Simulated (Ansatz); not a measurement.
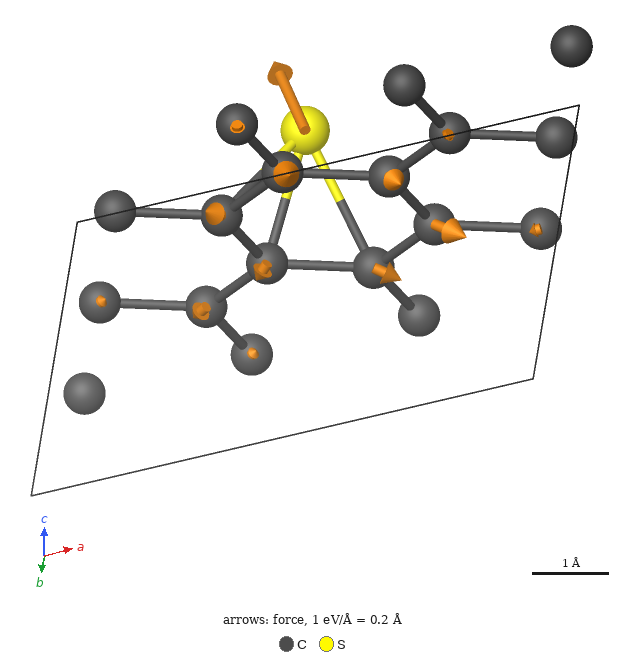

Starting geometry of a slab of composition C18S with the computed forces as orange arrows. Style: ball-and-stick. Shown: the cell of the calculation, outlined in the plane, without the vacuum (origin shifted), from a free direction.

It is S on graphene monolayer, set down by a guess. The run prepares an end point of a later path (adatom hop) calculation, from a guessed geometry.

These are results of Ansatz, DFT PBE-D3(BJ), scalar-relativistic, plane waves, PAW, not measurements. (plane-wave cutoff 420 eV; k-point mesh 2 × 2 × 1; occupations fermi dirac; smearing width 0.05 eV; collinear spin; atoms relaxed in a fixed cell; force threshold 0.03 eV/Å; at most 60 steps)

Question: What follows when this structure is relaxed?

Answer: It isn't relaxed: the largest force vector, on the S atom, is 7.64 eV/Å. The final displacements follow the starting forces only in part (cosine between the two patterns 0.51). The S atom moves most relative to the layer's centre: 0.89 Å at 61° to the normal (+c side). Largest moves by element: S 0.89 Å, C 0.28 Å. The lattice vectors keep their values. Some distances before and after: C–S 2.377 → 3.324 Å, C–S 2.520 → 3.324 Å, C–S 2.046 → 2.797 Å, C–S 2.363 → 2.797 Å. Bond angles that change, for instance: C–C–S 76.2° → 110.9°, C–C–S 84.4° → 111.0°, C–C–S 124.7° → 111.0°. After 8 accepted moves (9 points after the start) the energy has fallen by 3.222 eV per cell of the calculation. The largest force component goes from 6.8 to 0.026 eV/Å. 1 step only repeated the SCF at the same geometry. The program noted that the starting moments weren't kept. The run took 99 s on 2 threads of Arm Neoverse V2 (shared host), peak memory 0.95 GiB.

Limits of the set-up: the periodic images lie only 7.4 Å apart, so the values are limited by the cell's size.
